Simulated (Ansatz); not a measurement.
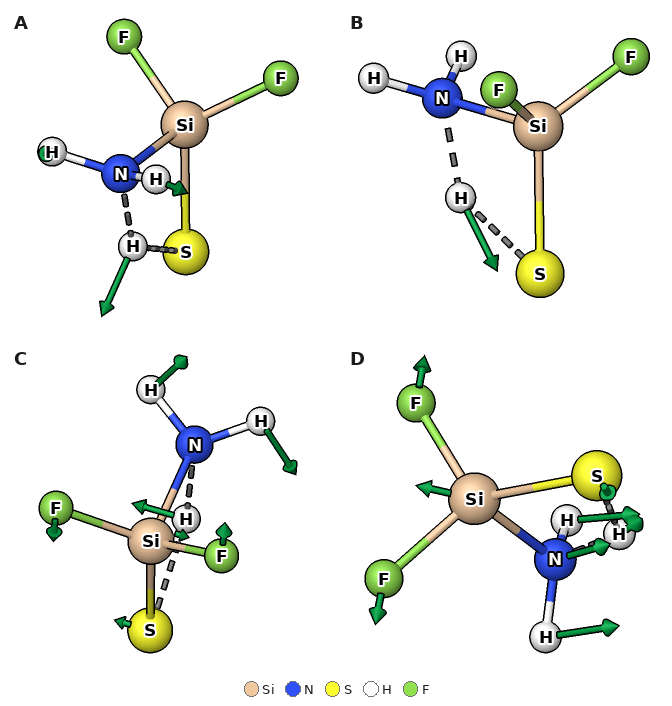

4 normal modes of one molecule or complex, as arrows. Broken sticks mark bonds that form or break. Harmonic vibrations computed with RKS PBE0-D4/def2-TZVP (Ansatz 0.2.0) at a stationary point of the same level. It is a saddle point of order 1.

Question: Match the panels to the wavenumbers 1364i cm⁻¹, 212 cm⁻¹, 432 cm⁻¹, 1650 cm⁻¹.

Answer: A: 1650 cm⁻¹
B: 1364i cm⁻¹
C: 212 cm⁻¹
D: 432 cm⁻¹
